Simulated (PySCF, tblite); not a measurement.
# C₇H₁₄BP: geometry, infrared bands and NMR shifts

What infrared bands and NMR shifts should C₇H₁₄BP (`C=CCCC(=C)B(C)P`) show?

Programs: tblite 0.8.0 and PySCF 2.14.0, with density-fitted response routines of our own. Each step states its level of theory. These are calculated values for one molecule in the gas phase, unless marked as measured. Atoms count from 0, in the outputs and in this text.

### Step 1. The molecule as given

23 atoms, charge 0, multiplicity 1; geometry from: force field or distance geometry start.

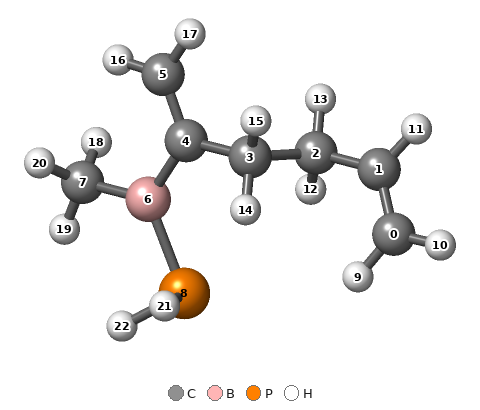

The starting geometry (carbon grey, boron pink, phosphorus orange, hydrogen white), atoms numbered.

### Step 2. Relaxing the molecule with GFN2-xTB

Job settings and geometry (Å):

```
{"job": {"kind": "relax", "xc": "GFN2-xTB", "basis": "xTB"}, "charge": 0, "multiplicity": 1}
C      3.274900    -0.040500     1.458600
C      2.968300    -0.588600     0.270100
C      1.561200    -0.826200    -0.150600
C      0.854500     0.507300    -0.505300
C     -0.577600     0.254600    -0.914500
C     -0.857000     0.081800    -2.228300
B     -1.727100     0.142800     0.169800
C     -3.227300    -0.177600    -0.246300
P     -1.301600     0.313500     2.062600
H      2.476300     0.275300     2.144400
H      4.298900     0.099900     1.750000
H      3.778200    -0.919800    -0.367000
H      0.995700    -1.353400     0.662000
H      1.560900    -1.475800    -1.056700
H      0.876700     1.193900     0.378400
H      1.414300     1.011900    -1.298400
H     -1.857200    -0.109600    -2.577400
H     -0.065100     0.126700    -2.971100
H     -3.267300    -1.142800    -0.793800
H     -3.881100    -0.261100     0.648100
H     -3.620300     0.636000    -0.898100
H     -1.015200     1.738700     1.962300
H     -2.668200     0.540200     2.511200
```

Command:

```sh
$ OMP_NUM_THREADS=1 python probes_run.py task.json out
```

This one command runs all jobs of the session in turn.

**Question.** This job is followed by: GFN2-xTB harmonic vibrations, gas phase; GIAO PBE0/pcSseg-1 NMR shielding, non-relativistic, gas phase. Predict these results of the whole session: strongest single infrared mode (GFN2-xTB); zero-point energy (GFN2-xTB); ¹³C shifts against TMS (PBE0/pcSseg-1); ¹H shifts against TMS (PBE0/pcSseg-1, means over atoms taken as alike); ¹¹B shifts against BF3·OEt2 (PBE0/pcSseg-1); ³¹P shifts against H3PO4 (PBE0/pcSseg-1); surface potential, least and greatest.

The runs gave:

| quantity | value |
| --- | --- |
| strongest single infrared mode (GFN2-xTB) | 2393 cm⁻¹, 162 km/mol |
| zero-point energy (GFN2-xTB) | 117.4 kcal/mol |
| ¹³C shifts against TMS (PBE0/pcSseg-1) | 169.4, 147.7, 130.1, 121.8, 48.0, 43.5, 15.3 ppm |
| ¹H shifts against TMS (PBE0/pcSseg-1, means over atoms taken as alike) | 6.20, 5.86, 5.57, 5.52, 5.26, 2.46, 2.41, 2.09, 1.28 ppm |
| ¹¹B shifts against BF3·OEt2 (PBE0/pcSseg-1) | 88.9 ppm |
| ³¹P shifts against H3PO4 (PBE0/pcSseg-1) | -203.4 ppm |
| surface potential, least and greatest | -0.83 V and 0.76 V |

In words: The optimisation took 196 steps and gained 0.360 eV; among the close pairs (by a distance rule), P8–H21 changed most, from 1.457 to 1.383 Å. No mode is imaginary among the 63: a minimum at this level. The strongest single mode, at 2393 cm⁻¹, moves mainly H22 and H21. GFN2-xTB is a fitted tight-binding method: band positions and strengths are rough. Its intensities can rank the bands wrongly. The most deshielded hydrogen is H11 (hydrogen on an alkene CH), at 6.20 ppm: olefinic region. At PBE0/pcSseg-1: The widest tensor belongs to C4: span 263 ppm, with a paramagnetic part of -244 ppm. By nearest atom (PBE0/pcSseg-1), the HOMO sits on P8 40 %; C5 15 % and the LUMO on B6 41 %; C5 16 %.
